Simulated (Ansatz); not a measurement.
A series of calculations on CH₆Si and related structures

### Relaxation

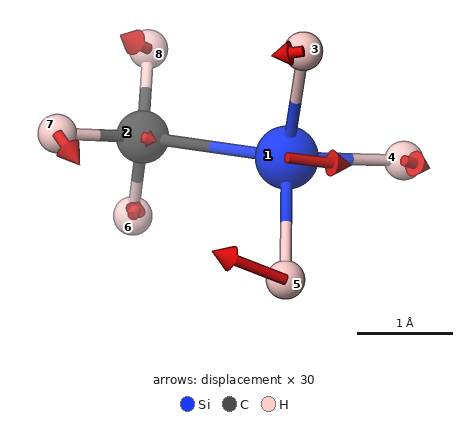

This is a relaxation of CH₆Si. The starting structure is drawn; red arrows show the displacements, magnified 30 times. The two geometries are superimposed by the best rigid fit.

The picture is a ball-and-stick view, seen from a free direction.

It is one of the separated reactants of a reaction.

Method: Ansatz, RKS PBE0-D4/def2-TZVP.

The input:
```yaml
crystal:
  periodic: [false, false, false]
  atoms:
    - {symbol: Si, position_ang: [-0.711205, -0.624197, -0.424222]}
    - {symbol: C, position_ang: [-0.481877, 0.852314, 0.690550]}
    - {symbol: H, position_ang: [-0.878357, -1.883180, 0.345083]}
    - {symbol: H, position_ang: [0.496046, -0.807192, -1.297765]}
    - {symbol: H, position_ang: [-1.862323, -0.456083, -1.347902]}
    - {symbol: H, position_ang: [-0.353087, 1.764408, 0.103732]}
    - {symbol: H, position_ang: [-1.352784, 0.982213, 1.336880]}
    - {symbol: H, position_ang: [0.401132, 0.726212, 1.320392]}
basis:
  gaussian: {orbitals: def2-TZVP}
hamiltonian: {xc: pbe0, dispersion: d4}
relax: {f_tol: 0.005, max_steps: 200}
```

Question: What happened in the run?

Answer: The atom that moves furthest after the best rigid fit is H5 (0.031 Å). Largest moves by element: H 0.031 Å, Si 0.026 Å, C 0.006 Å. Among the contacts that change: Si1–H4 1.501 → 1.488 Å, Si1–C2 1.864 → 1.871 Å. Bond angles that change, for instance: H4–Si1–H5 106.0° → 108.2°. The energy falls by 0.19 kcal/mol in 3 geometry steps. Largest force component: 0.4 eV/Å at the start, 0.0016 eV/Å at the end.

### Relaxation

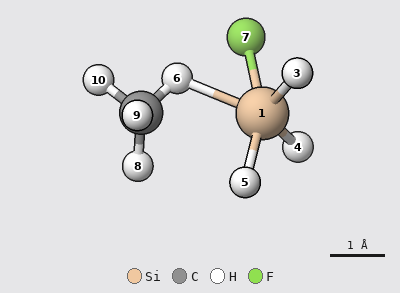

CH7FSi (started from a transition state, displaced along its imaginary mode), before the relaxation. A ball-and-stick model, seen at a tilt.

Computed with RKS PBE0-D4/def2-TZVP in Ansatz 0.2.0.

Input file:
```yaml
crystal:
  periodic: [false, false, false]
  atoms:
    - {symbol: Si, position_ang: [-0.107079, -0.878541, -0.647284]}
    - {symbol: C, position_ang: [0.002161, 0.965261, 0.683756]}
    - {symbol: H, position_ang: [-0.315656, -2.169181, 0.022840]}
    - {symbol: H, position_ang: [0.187318, -0.683656, -2.073331]}
    - {symbol: H, position_ang: [-1.592921, -0.396218, -0.662012]}
    - {symbol: H, position_ang: [0.720754, 0.306526, 0.389502]}
    - {symbol: F, position_ang: [1.560191, -0.873161, -0.243762]}
    - {symbol: H, position_ang: [-0.428820, 1.619044, -0.079647]}
    - {symbol: H, position_ang: [-0.775069, 0.599701, 1.361386]}
    - {symbol: H, position_ang: [0.749120, 1.510225, 1.248654]}
basis:
  gaussian: {orbitals: def2-TZVP}
hamiltonian: {xc: pbe0, dispersion: d4}
relax: {f_tol: 0.005, max_steps: 200}
```

> Predict the outcome.

H3 moves most after the best rigid fit: 1.19 Å. Largest moves by element: H 1.19 Å, Si 0.99 Å, C 0.89 Å, F 0.59 Å. Among the contacts that change: Si1–C2 2.277 → 4.152 Å, Si1–H6 1.779 → 3.561 Å, Si1–F7 1.715 → 1.601 Å, Si1–H5 1.562 → 1.481 Å. Bonds break: Si1–H6 (1.78 → 3.56 Å). Among the angles between lasting bonds that change: H5–Si1–F7 157.8° → 108.4°, H6–C2–H10 89.4° → 109.6°, H3–Si1–F7 91.9° → 108.2°. After 14 accepted moves (15 points after the start) the energy has fallen by 56.9 kcal/mol. Largest force component: 3.2 eV/Å at the start, 0.0012 eV/Å at the end. The line search rejected the trial step at point 8 of the run. The run took of the order of 70 core-seconds on a shared host.

The structure at the end:

```xyz
10

Si   -0.1443   -1.6835   -1.2242
C     0.1086    1.6725    1.2077
H    -0.4681   -3.0513   -0.7552
H     0.0003   -1.6576   -2.6987
H    -1.1810   -0.7215   -0.7842
H     0.8902    0.9763    0.9057
F     1.2548   -1.2512   -0.5770
H    -0.3249    2.1396    0.3234
H    -0.6687    1.1346    1.7505
H     0.5330    2.4422    1.8520
```

After the run, drawn alike:

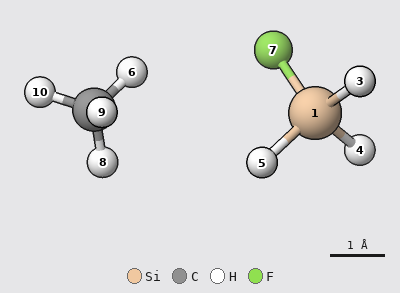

### Reaction

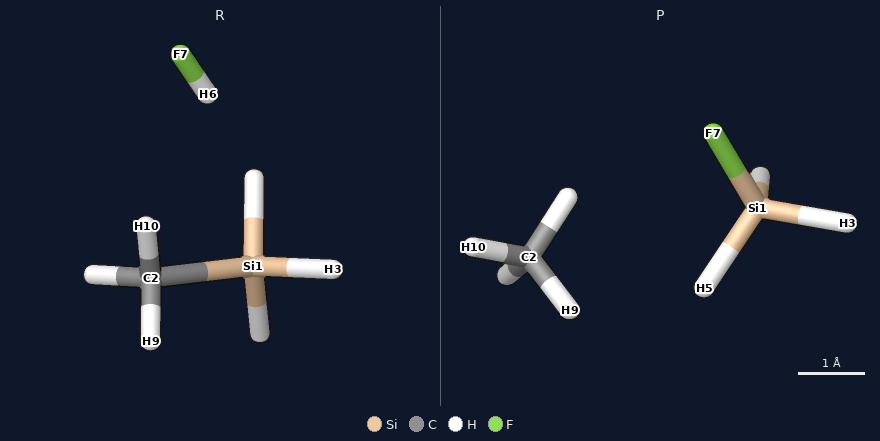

Reactant (R) and product (P) of one elementary step of CH7FSi. The picture is a stick view, seen at a tilt.

Stationary points at PBE0-D4/def2-TZVP, single-point energies with CCSD(T)/CBS (def2-TZVPP where no basis is named; Ansatz 0.2.0). The energies are electronic, without zero-point or thermal terms, and both ends are the relaxed geometries reached downhill from the saddle, with any fragments still in contact. CCSD(T)/CBS stands for a frozen-core estimate: MP2 correlation extrapolated from def2-TZVPP and def2-QZVPP, CCSD(T) minus MP2 from the smaller set.

R:
```xyz
10

Si   -0.7299   -0.6407   -0.3635
C    -0.4382    0.8284    0.7465
H    -0.7847   -1.9136    0.3991
H     0.3925   -0.7754   -1.3515
H    -1.9691   -0.4970   -1.1699
H     1.9448   -0.3320   -0.8111
F     2.7200   -0.0662   -0.3753
H    -0.3937    1.7512    0.1639
H    -1.2463    0.9233    1.4752
H     0.5047    0.7220    1.2867
```

P:
```xyz
10

Si   -0.1626   -1.6803   -1.2263
C     0.1268    1.6696    1.2100
H    -0.4938   -3.0466   -0.7580
H    -0.0254   -1.6529   -2.7015
H    -1.1901   -0.7116   -0.7794
H     0.9018    0.9683    0.9029
F     1.2428   -1.2591   -0.5855
H    -0.3079    2.1413    0.3288
H    -0.6516    1.1363    1.7558
H     0.5600    2.4350    1.8534
```

### Predict the saddle point between them and the barrier.

Counted by bonded pieces, R holds CH₆Si + HF and P holds CH₄ + SiH₃F. From R over the saddle to P, bonds form: Si1–F7 (3.50 → 1.95 → 1.60 Å), C2–H6 (3.07 → 1.32 → 1.09 Å). Bonds break: Si1–C2 (1.86 → 2.12 → 4.15 Å), H6–F7 (0.93 → 1.22 → 2.70 Å). The saddle has one imaginary mode, 988i cm⁻¹. The end P keeps a soft imaginary mode of 28i cm⁻¹, so it isn't quite a minimum. With CCSD(T)/CBS the barrier is 41.0 kcal/mol from R and 71.3 kcal/mol from P, and P lies 30.3 kcal/mol below R.

Saddle geometry:

```xyz
10

Si   -0.2411   -0.7908   -0.6176
C    -0.0583    0.9135    0.6327
H    -0.2993   -2.1231    0.0222
H     0.1919   -0.6721   -2.0269
H    -1.6909   -0.4100   -0.6954
H     0.9671    0.1444    0.3343
F     1.6497   -0.7471   -0.1332
H    -0.4609    1.6413   -0.0695
H    -0.8061    0.6235    1.3685
H     0.7480    1.4205    1.1851
```

The saddle point in the same view, with dashed sticks for the bonds that form or break:

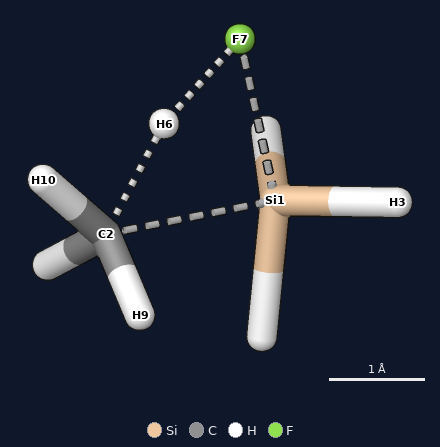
